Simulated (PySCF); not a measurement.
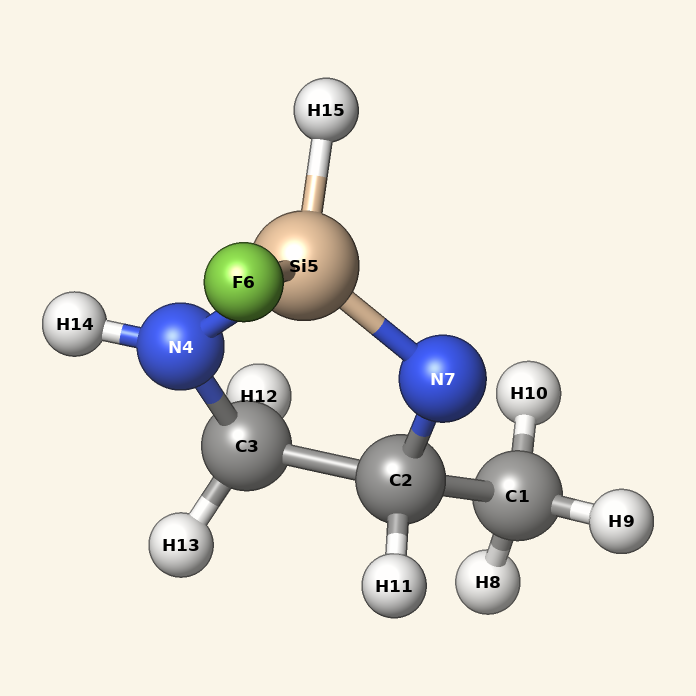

The species is neutral and a spin doublet. The geometry was computed by an optimisation with GFN2-xTB. No frequency run is at hand to confirm it as a minimum. Method: UKS B3LYP, pcH-1 on C F H N Si, non-relativistic (PySCF 2.14.0). Fermi-contact and spin-dipolar terms alone, no spin-orbit part.

**Which nucleus has the largest dipolar (anisotropic) hyperfine coupling?**

14N at N7: principal values −36.6, −36.3, 73.0 MHz.

List the isotropic and dipolar parts for the most strongly coupled nuclei, one of each equivalent set.

```tsv
atom	isotope	a_iso (MHz)	dipolar part (MHz)
N7	14N	26.5	−36.6, −36.3, 73.0
F6	19F	−2.3	−16.2, −12.8, 29.0
H11	1H	219.3	−7.2, −3.2, 10.3
H14	1H	−6.8	−6.6, −2.4, 9.0
C1	13C	46.1	−4.6, −4.2, 8.8
N4	14N	3.6	−4.6, −3.9, 8.5
H10	1H	−2.7	−4.6, −2.3, 6.9
H9	1H	−2.8	−4.0, −2.8, 6.8
```

The geometry is semi-empirical. Around Si such bond lengths and angles can be off by a tenth of an ångström or more and by several degrees, and values that hang on the shape move with them.
